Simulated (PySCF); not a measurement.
C2H2ClF3

```xyz
8

F    -1.7719   -0.3481   -0.1256
C    -0.6676    0.4156    0.1276
C     0.5786   -0.4045   -0.1368
F     0.6221   -1.4829    0.6491
F     0.6193   -0.8271   -1.4024
Cl    2.0023    0.6058    0.1841
H    -0.6649    1.2861   -0.5311
H    -0.6695    0.7281    1.1737
```

Geometry: PBE0-D3(BJ)/def2-TZVP.

Computed with PBE0/pcSseg-2, SCF density, gas phase, non-relativistic (PySCF 2.14.0).

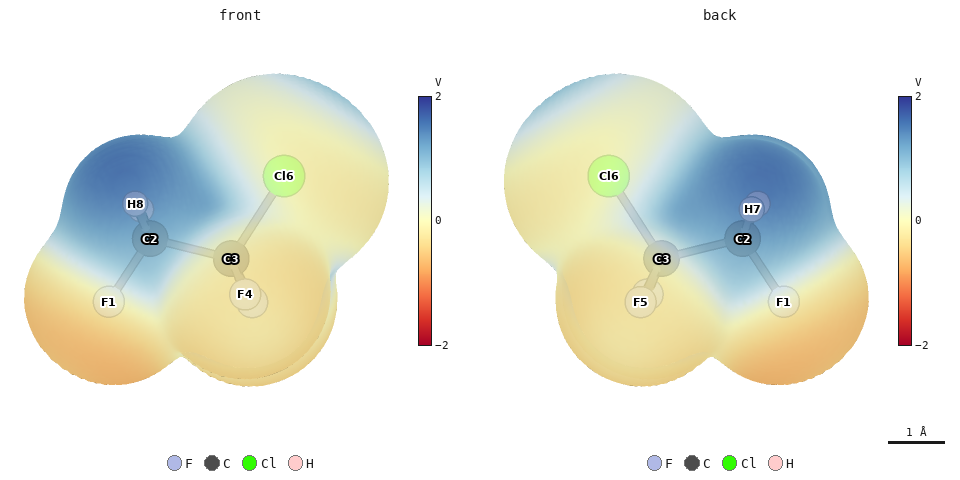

Figure 1. The electrostatic potential painted on the density surface at 0.002 e/bohr³, seen from the front and from behind; the colour scale runs from red (negative) to blue (positive).

Describe the electrostatic potential map.

Answer. The most negative region (about −0.7 V) lies over F1, the most positive (about +1.6 V) over H7 and H8. Cl6 shows a σ-hole: about +0.9 V at the tip opposite its bond, against about +0.1 V on its flanks.

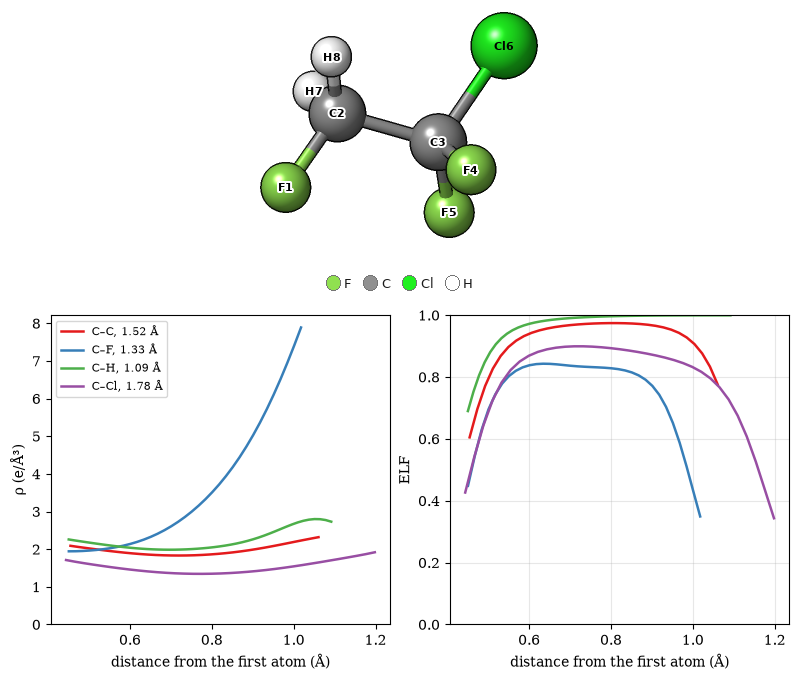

Figure 2. Total electron density and electron localisation function along straight lines between neighbouring atoms. The curves leave out the atomic cores. The structure is drawn too.

Compare the contacts.

Answer. C–C (1.52 Å): ρ is about 1.8 e/Å³ halfway; the ELF peaks at about 1 between the atoms: a shared electron pair.
C–F (1.33 Å): the density is about 2.4 e/Å³ at the midpoint; the ELF peaks at about 0.85 between the atoms; a shared but strongly polarised pair.
C–H (1.09 Å): ρ is about 2.1 e/Å³ halfway; the ELF climbs to about 1 towards the hydrogen, as it does in any bond to H: a covalent bond by its length.
C–Cl (1.78 Å): the density is about 1.4 e/Å³ at the midpoint; the ELF peaks at about 0.90 between the atoms; a covalent bond.
